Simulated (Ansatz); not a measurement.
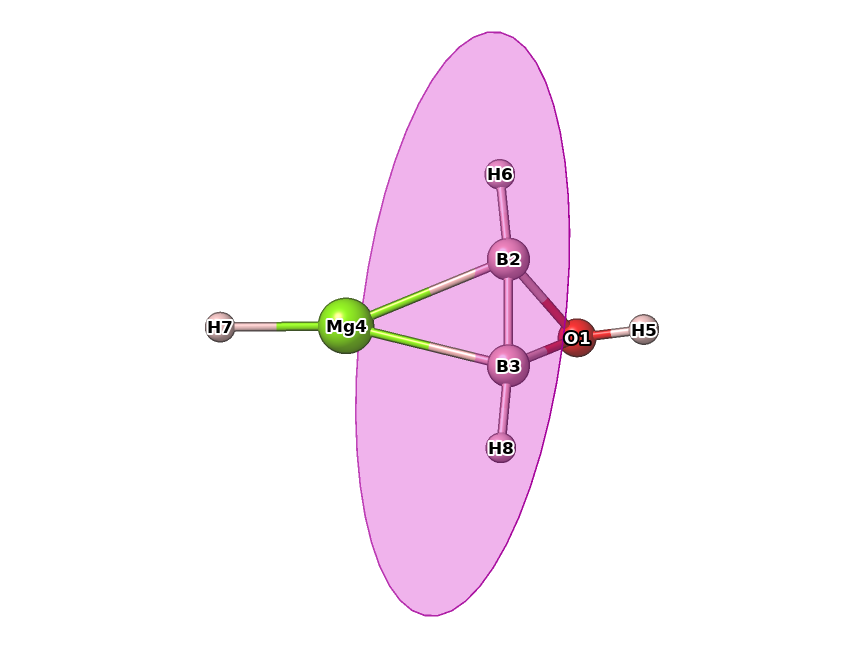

A disc through the centre of mass is drawn in. Distant atoms are faded towards the background colour. The geometry was computed by an optimisation with PBE-D4/def2-SVP. No frequency run is at hand to confirm it as a minimum.

Is the plane of the disc a mirror plane of the structure?

No. The point group is Cs, with 1 mirror plane, and this plane isn't one of its mirror planes.
